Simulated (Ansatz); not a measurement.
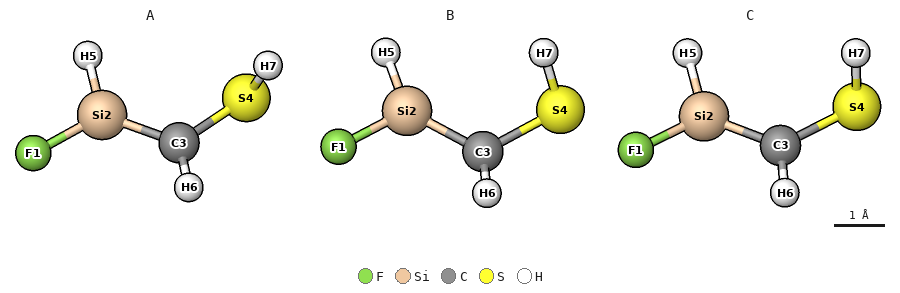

3 geometries from one relaxation of CH$_{3}$FSSi, in shuffled order. Style: ball-and-stick. Shown at a tilt.

The run prepares an end point of a later path (torsion) calculation, from a guessed geometry.

Computed with Ansatz, RKS PBE0-D4/def2-SVP. (no spin polarisation; force threshold 0.015 eV/Å; at most 40 steps)

Put them in the order of the run, from the start to the converged end.

B, C, A. They are steps 0, 2, 10, at +0.353 eV, +0.094 eV relative to the last. Over 8 accepted moves (10 points after the start) the energy falls by 0.353 eV. The largest force component goes from 2.4 to 0.0088 eV/Å. The line search rejected the trial steps at points 6, 8 of the run. The atom that moves furthest after the best rigid fit is H7 (0.60 Å). Largest moves by element: H 0.60 Å, S 0.46 Å, C 0.24 Å, F 0.18 Å, Si 0.13 Å. Among the contacts that change: Si2–C3 1.758 → 1.703 Å, Si2–H5 1.439 → 1.474 Å, C3–S4 1.794 → 1.768 Å, S4–H7 1.338 → 1.358 Å. Among the angles between lasting bonds that change: C3–Si2–H5 136.4° → 125.9°, S4–C3–H6 113.3° → 119.7°, F1–Si2–H5 104.0° → 109.5°. Groups turn about C3–S4 by about 50°. The run took 36 s on 1 thread of Arm Neoverse V2, with other jobs on the host, peak memory 0.15 GiB.
